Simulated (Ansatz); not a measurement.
Nudged elastic band, with input and output: SiH6OF2

SiH6OF2, computed with RKS PBE0-D4/def2-SVP (Ansatz 0.2.0).

Some settings of this run were made unusual or wrong on purpose.

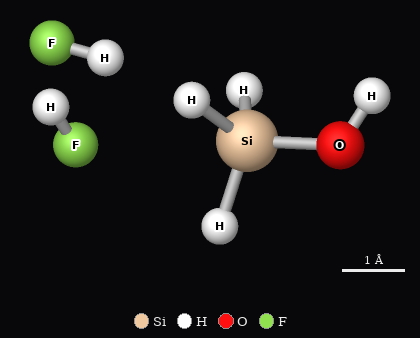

The input geometry (ball-and-stick view, seen at a tilt). Bond lengths as drawn: F–H 0.93 to 0.94 Å, H–O 0.96 Å, H–Si 1.47 to 1.51 Å and O–Si 1.64 Å.

The input:
```yaml
crystal:
  periodic: [false, false, false]
  atoms:
    - {symbol: Si, position_ang: [0.633201, 0.746784, -0.292661]}
    - {symbol: H, position_ang: [-0.846901, 0.476918, -0.179528]}
    - {symbol: H, position_ang: [1.253883, -0.445776, -0.914624]}
    - {symbol: H, position_ang: [1.157090, 1.064363, 1.046543]}
    - {symbol: O, position_ang: [0.842783, 2.093234, -1.211605]}
    - {symbol: H, position_ang: [-0.463984, -1.912116, 1.357211]}
    - {symbol: F, position_ang: [0.425730, -1.703226, 1.545434]}
    - {symbol: H, position_ang: [-1.712764, -0.768384, 0.214870]}
    - {symbol: F, position_ang: [-1.996205, -1.579247, 0.591692]}
    - {symbol: H, position_ang: [0.707170, 2.027448, -2.157334]}
basis:
  gaussian: {orbitals: def2-SVP}
hamiltonian: {xc: pbe0, dispersion: d4}
neb:
  images: 5
  climbing: true
  max_iterations: 30
  initial_path: idpp
  spring: 500.0
  final_atoms:
    - {symbol: Si, position_ang: [1.499659, 0.232372, 0.194113]}
    - {symbol: H, position_ang: [-2.367309, 0.728802, -1.557703]}
    - {symbol: H, position_ang: [1.838181, -0.577830, -0.995728]}
    - {symbol: H, position_ang: [2.615071, 1.047847, 0.703837]}
    - {symbol: O, position_ang: [0.236447, 1.219271, -0.036114]}
    - {symbol: H, position_ang: [-0.574788, -1.389469, 1.143299]}
    - {symbol: F, position_ang: [1.135604, -0.853247, 1.342328]}
    - {symbol: H, position_ang: [-2.410091, 0.127692, -1.113688]}
    - {symbol: F, position_ang: [-1.378442, -1.388185, 0.673986]}
    - {symbol: H, position_ang: [-0.594330, 0.852745, -0.354332]}
```

Run as:
```bash
ansatz run in.yaml --threads 4 --pin off --events-out ev --progress --plain --max-ram 9574MiB
```

Log:
```
Functional definition: PBE0
  name "PBE0"
  cite "Adamo & Barone, J. Chem. Phys. 110, 6158 (1999) doi:10.1063/1.478522"
  cite "Perdew, Burke & Ernzerhof, Phys. Rev. Lett. 77, 3865 (1996) doi:10.1103/PhysRevLett.77.3865"
  parent pbe
  parameter a = 0.25
  parameter kappa = 0.804
  parameter beta = 0.06672455060314922
  exchange = (1 - a)*pbe_x(kappa = kappa, mu = beta*pi^2/3) + a*exact_x
  correlation = pbe_c(beta = beta)
924 factors; integrals over basis functions are off by at most 5.4e-4 eV
mean field evaluation 1: about -15432.4942 eV, gradient 5.7e1 eV
mean field evaluation 2: about -15425.9130 eV, gradient 8.3e1 eV
mean field evaluation 4: about -15437.6640 eV, gradient 2.8e0 eV
mean field evaluation 8: about -15437.6877 eV, gradient 6.5e-2 eV
mean field -15437.68766424 eV, -567.3245576201 hartree, gradient 1.5e-5 eV, S^2 0.000000; 0 other end points of the search recorded, 0 dependent functions left out
the calculation of the forces begins
reference -15437.68768670 eV, -567.3245584455 hartree; 23, 23 occupied and 67, 67 virtual orbitals, 924 factors
924 factors; integrals over basis functions are off by at most 1.1e-3 eV
mean field evaluation 16: about -15433.8698 eV, gradient 5.6e1 eV
mean field -15438.85178081 eV, -567.3673381151 hartree, gradient 2.1e-5 eV, S^2 0.000000; 0 other end points of the search recorded, 0 dependent functions left out
[... from here on the field's lines of each further geometry are left out, up to the last ...]
WARN: NEB end point (image 0): max|allowed force component| = 4.850e-1 eV/Å (the criterion of neb.relax_end_points is 1.000e-2). That is over neb.f_tol: it is no minimum, so the barrier can be far off. Relax it first
WARN: NEB end point (image 6): max|allowed force component| = 6.738e-1 eV/Å (the criterion of neb.relax_end_points is 1.000e-2). That is over neb.f_tol: it is no minimum, so the barrier can be far off. Relax it first
NEB iter   1: max|band force component| = 3.922e0 eV/Å  barrier→ = 4.6083 eV  barrier← = 5.7826 eV  Δτ_max = 0.2000 Å  (175 SCF iters)
NEB iter   2: max|band force component| = 2.747e0 eV/Å  barrier→ = 3.0030 eV  barrier← = 4.1772 eV  Δτ_max = 0.1024 Å  (153 SCF iters)
NEB iter   3: max|band force component| = 2.368e0 eV/Å  barrier→ = 2.4467 eV  barrier← = 3.6209 eV  Δτ_max = 0.0503 Å  (142 SCF iters)
NEB iter   4: max|band force component| = 2.434e0 eV/Å  barrier→ = 2.2368 eV  barrier← = 3.4110 eV  Δτ_max = 0.1008 Å  (138 SCF iters)
NEB iter   5: max|band force component| = 2.096e0 eV/Å  barrier→ = 1.7418 eV  barrier← = 2.9160 eV  Δτ_max = 0.1009 Å  (133 SCF iters)
NEB iter   6: max|band force component| = 1.650e0 eV/Å  barrier→ = 1.2916 eV  barrier← = 2.4659 eV  Δτ_max = 0.2000 Å  (134 SCF iters)
NEB iter   7: max|band force component| = 2.413e0 eV/Å  barrier→ = 0.7104 eV  barrier← = 1.8846 eV  Δτ_max = 0.1000 Å  (143 SCF iters)
NEB iter   8: max|band force component| = 6.681e-1 eV/Å  barrier→ = 0.3632 eV  barrier← = 1.5375 eV  Δτ_max = 0.2000 Å  (139 SCF iters)
NEB iter   9: max|band force component| = 6.905e-1 eV/Å  barrier→ = 0.2182 eV  barrier← = 1.3924 eV  CI = image 2  Δτ_max = 0.2000 Å  (139 SCF iters)
NEB iter  10: max|band force component| = 7.082e-1 eV/Å  barrier→ = 0.7584 eV  barrier← = 1.9326 eV  CI = image 2  Δτ_max = 0.2000 Å  (141 SCF iters)
NEB iter  11: max|band force component| = 4.519e-1 eV/Å  barrier→ = 0.8621 eV  barrier← = 2.0363 eV  CI = image 2  Δτ_max = 0.1802 Å  (135 SCF iters)
NEB iter  12: max|band force component| = 1.183e0 eV/Å  barrier→ = 0.9804 eV  barrier← = 2.1546 eV  CI = image 2  Δτ_max = 0.0820 Å  (135 SCF iters)
NEB iter  13: max|band force component| = 7.580e-1 eV/Å  barrier→ = 0.8788 eV  barrier← = 2.0531 eV  CI = image 2  Δτ_max = 0.0524 Å  (133 SCF iters)
NEB iter  14: max|band force component| = 2.955e-1 eV/Å  barrier→ = 0.8707 eV  barrier← = 2.0449 eV  CI = image 2  Δτ_max = 0.0578 Å  (133 SCF iters)
NEB iter  15: max|band force component| = 1.971e-1 eV/Å  barrier→ = 0.8744 eV  barrier← = 2.0486 eV  CI = image 2  Δτ_max = 0.0459 Å  (133 SCF iters)
NEB iter  16: max|band force component| = 1.411e-1 eV/Å  barrier→ = 0.8719 eV  barrier← = 2.0462 eV  CI = image 2  Δτ_max = 0.0364 Å  (129 SCF iters)
NEB iter  17: max|band force component| = 8.480e-2 eV/Å  barrier→ = 0.8716 eV  barrier← = 2.0459 eV  CI = image 2  Δτ_max = 0.0328 Å  (132 SCF iters)
the calculation of the forces begins
reference -15436.88322755 eV, -567.2949951174 hartree; 23, 23 occupied and 67, 67 virtual orbitals, 928 factors
these checks for a lower state are left out or cut short: stability, starts, cluster_reference, orbital_swaps, neighbouring_geometries, increment
927 factors; integrals over basis functions are off by at most 9.4e-4 eV
mean field -15437.78671081 eV, -567.3281975147 hartree, gradient 2.7e-6 eV, S^2 0.000000; 0 other end points of the search recorded, 0 dependent functions left out
the calculation of the forces begins
reference -15437.78673342 eV, -567.3281983456 hartree; 23, 23 occupied and 67, 67 virtual orbitals, 927 factors
NEB iter  18: max|band force component| = 3.866e-2 eV/Å  barrier→ = 0.8716 eV  barrier← = 2.0459 eV  CI = image 2  CI's point: of a kind that is not told: the force calls were inconclusive, a negative curvature could not be distinguished from the path's own, the only one lies far off the path, or fixed occupations may fill a level only in part  Δτ_max = 0.0000 Å  (916 SCF iters)
```

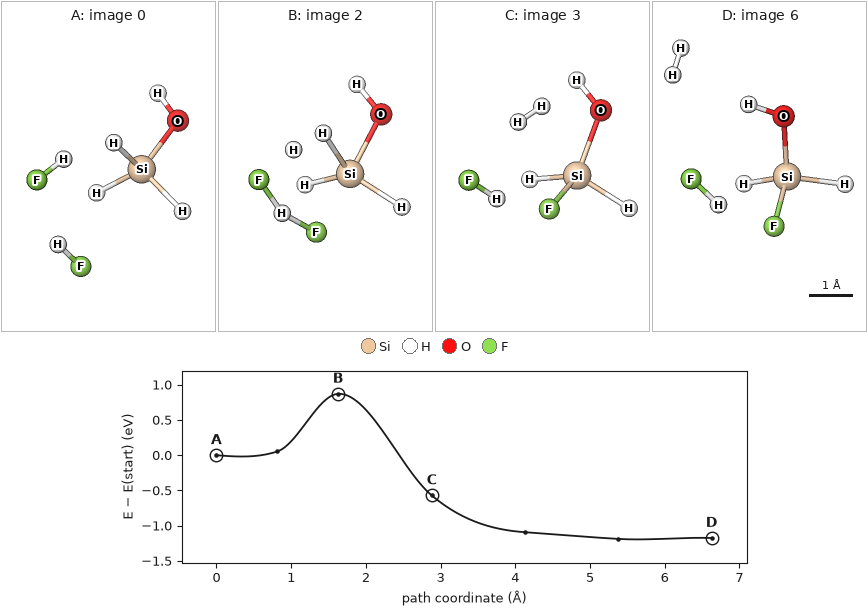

Images of the last band (counted from 0; ball-and-stick, seen at a tilt) above the energy along the path; the line is a cubic interpolation that uses the forces. The highest image is number 2, 0.872 eV above the start and 2.046 eV above the end (the climbing image); the end lies 1.174 eV below the start. The path is 6.63 Å long. The band converged in 18 iterations. The end points carry forces over 0.1 eV/Å, so they aren't fully relaxed minima and the barriers are approximate.

```
Total energy: -15436.91448402 eV, -567.2961437712 hartree
Atom 0 at     0.733103     0.358236     0.053039 Å, force    -0.020232     0.001594    -0.008636 eV/Å
Atom 1 at    -0.935392     0.400737    -0.217243 Å, force     0.006218    -0.003451     0.007122 eV/Å
Atom 2 at     1.337529    -0.639258    -0.868349 Å, force    -0.000823    -0.005393    -0.000678 eV/Å
Atom 3 at     1.335850     0.882957     1.294909 Å, force     0.003468    -0.001182     0.003792 eV/Å
Atom 4 at     0.752581     1.802957    -0.806742 Å, force     0.004268     0.012180    -0.006588 eV/Å
Atom 5 at    -0.801631    -1.526240     0.841759 Å, force     0.059108    -0.001646     0.029490 eV/Å
Atom 6 at     0.248354    -1.126485     1.154728 Å, force    -0.026571    -0.006770    -0.001479 eV/Å
Atom 7 at    -1.380492    -0.409727    -0.045581 Å, force     0.004649    -0.006475     0.003169 eV/Å
Atom 8 at    -1.778964    -1.508588     0.324910 Å, force    -0.028671     0.014858    -0.029239 eV/Å
Atom 9 at     0.489065     1.765408    -1.731433 Å, force    -0.001413    -0.003715     0.003047 eV/Å
Dipole moment:    -0.084637     0.005940    -0.302706 e Å
```

The last band as extended XYZ (Å, eV, eV/Å):
```
10
Properties=species:S:1:pos:R:3:forces:R:3 image=0 energy=-15437.78611
Si    0.6332    0.7468   -0.2927   -0.0725  -0.3379   0.2564
H    -0.8469    0.4769   -0.1795   -0.1126  -0.0710   0.0550
H     1.2539   -0.4458   -0.9146    0.0572  -0.1457  -0.0457
H     1.1571    1.0644    1.0465    0.0306  -0.0014   0.1349
O     0.8428    2.0932   -1.2116    0.1153   0.4850  -0.1855
H    -0.4640   -1.9121    1.3572   -0.0899   0.0416  -0.0507
F     0.4257   -1.7032    1.5454   -0.0115   0.0542  -0.0524
H    -1.7128   -0.7684    0.2149   -0.0074  -0.0371   0.0210
F    -1.9962   -1.5792    0.5917    0.1153   0.0149   0.0253
H     0.7072    2.0274   -2.1573   -0.0244  -0.0026  -0.1583
10
Properties=species:S:1:pos:R:3:forces:R:3 image=1 energy=-15437.73224
Si    0.6902    0.5965   -0.1319   -0.0104   0.1240  -0.0743
H    -0.8208    0.4582   -0.0274    0.0660   0.0411   0.0882
H     1.2479   -0.5856   -0.8468   -0.0407   0.0176   0.0313
H     1.3066    0.9269    1.1697   -0.0279  -0.0099  -0.0227
O     0.8573    1.9694   -1.0571    0.0885   0.0806  -0.1012
H    -0.5541   -1.6727    1.1053    0.0929  -0.0785   0.1049
F     0.3031   -1.3859    1.3826   -0.0117  -0.1498   0.1144
H    -1.5922   -0.6807    0.0300   -0.1199  -0.1338   0.0044
F    -1.9006   -1.5373    0.3069   -0.0845   0.0133  -0.0723
H     0.4624    1.9113   -1.9313    0.0478   0.0954  -0.0727
10
Properties=species:S:1:pos:R:3:forces:R:3 image=2 energy=-15436.91446
Si    0.7331    0.3582    0.0530   -0.0202   0.0016  -0.0086
H    -0.9354    0.4007   -0.2172    0.0062  -0.0035   0.0071
H     1.3375   -0.6393   -0.8683   -0.0008  -0.0054  -0.0007
H     1.3358    0.8830    1.2949    0.0035  -0.0012   0.0038
O     0.7526    1.8030   -0.8067    0.0043   0.0122  -0.0066
H    -0.8016   -1.5262    0.8418    0.0591  -0.0016   0.0295
F     0.2484   -1.1265    1.1547   -0.0266  -0.0068  -0.0015
H    -1.3805   -0.4097   -0.0456    0.0046  -0.0065   0.0032
F    -1.7790   -1.5086    0.3249   -0.0287   0.0149  -0.0292
H     0.4891    1.7654   -1.7314   -0.0014  -0.0037   0.0030
10
Properties=species:S:1:pos:R:3:forces:R:3 image=3 energy=-15438.35617
Si    1.1239    0.3056    0.2204    0.3217  -0.0321   0.0961
H    -1.3023    0.5487   -0.4962   -0.3150   0.1129  -0.1955
H     1.6832   -0.6438   -0.7695    0.2590   0.0116   0.0368
H     1.8497    0.8564    1.3691    0.4583   0.0115   0.0032
O     0.6716    1.6720   -0.5905   -0.1321  -0.0908   0.1377
H    -1.1172   -1.6105    0.7330   -0.1819  -0.0700  -0.0399
F     0.1446   -0.7237    1.0809   -0.0301   0.3413  -0.0485
H    -1.6125   -0.1282   -0.3440   -0.1856   0.1964  -0.1876
F    -1.9071   -1.9074    0.3279   -0.0830  -0.3634   0.0761
H     0.4661    1.6309   -1.5311   -0.1112  -0.1174   0.1216
10
Properties=species:S:1:pos:R:3:forces:R:3 image=4 energy=-15438.87847
Si    1.3281    0.2664    0.3985   -0.0010  -0.0121   0.0215
H    -1.8129    0.6762   -1.0542   -0.0485  -0.0065  -0.0249
H     1.8307   -0.7351   -0.5763    0.0060  -0.0091   0.0129
H     2.2966    0.6804    1.4329    0.0350  -0.0076  -0.0047
O     0.7814    1.6330   -0.3248    0.0155  -0.0007  -0.0006
H    -1.1442   -1.5343    0.6864    0.0093   0.0111   0.0084
F     0.1126   -0.4985    1.2064    0.0091   0.0197   0.0037
H    -1.8853   -0.0432   -0.8126   -0.0207   0.0249  -0.0303
F    -1.7658   -1.9993    0.1725    0.0201  -0.0081  -0.0101
H     0.2587    1.5543   -1.1288   -0.0248  -0.0115   0.0240
10
Properties=species:S:1:pos:R:3:forces:R:3 image=5 energy=-15438.97347
Si    1.3318    0.1454    0.5441   -0.0060   0.0138   0.0040
H    -1.9217    0.8878   -1.5727   -0.0147   0.0148  -0.0224
H     1.8135   -0.8335   -0.4623   -0.0050  -0.0134   0.0083
H     2.3875    0.6768    1.4306    0.0086   0.0038  -0.0087
O     0.5406    1.4225   -0.1078   -0.0034  -0.0487   0.0010
H    -0.9817   -1.4408    0.6695    0.0147   0.0081   0.0069
F     0.3007   -0.7080    1.5124    0.0124  -0.0086   0.0229
H    -1.8350    0.2420   -1.1745   -0.0039   0.0161  -0.0162
F    -1.4627   -1.6382   -0.1055    0.0281   0.0232  -0.0119
H    -0.1730    1.2461   -0.7338   -0.0308  -0.0091   0.0160
10
Properties=species:S:1:pos:R:3:forces:R:3 image=6 energy=-15438.96035
Si    1.3964    0.0856    0.6192    0.6738   0.1912  -0.2976
H    -1.7989    1.0780   -2.0405    0.1341   0.4098  -0.2109
H     2.0099   -0.6250   -0.5233    0.0739  -0.0674  -0.1018
H     2.3668    0.7493    1.5062    0.0941   0.0462   0.0628
O     0.3004    1.1927    0.1765   -0.3538   0.4762  -0.0938
H    -0.9419   -1.4456    0.7689    0.0280   0.0030   0.0495
F     0.6711   -1.0768    1.4865   -0.4880  -0.6594   0.4611
H    -1.9949    0.4406   -1.7004   -0.1036  -0.4348   0.2547
F    -1.5820   -1.3297    0.1034    0.1084   0.0946  -0.0403
H    -0.4269    0.9309   -0.3964   -0.1668  -0.0594  -0.0837
```

Outcome:

| quantity | value |
| --- | --- |
| outcome | converged |
| barrier, forward | 0.872 eV |
| barrier, backward | 2.046 eV |
| dipole moment (one image of the band) | 1.51 D |
| hardware | 4 threads of Arm Neoverse V1, 23 GiB of memory available, shared host |
| wall time | 1.8 min (CPU time 6.5 min) |
| peak memory | 0.5 GiB |

Diagnosis:

A setting was made wrong on purpose: stiff springs. The run converged all the same; its numbers are those of the faulty input and shouldn't be used.
